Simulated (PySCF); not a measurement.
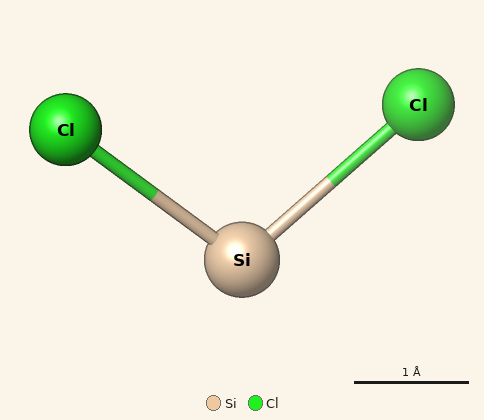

Atoms fade into the background with distance from the viewer. The geometry was computed by an optimisation with PBE0-D4/def2-TZVP. No frequency run is at hand to confirm it as a minimum. Masses are those of the most abundant isotopes; constants are for the rigid equilibrium geometry.

Classify the rotor and give the rotational constants (cm⁻¹).

Answer. An asymmetric top (C2v): A = 0.487, B = 0.0934, C = 0.0783 cm⁻¹. Ray's parameter κ is −0.93, close to the prolate limit.
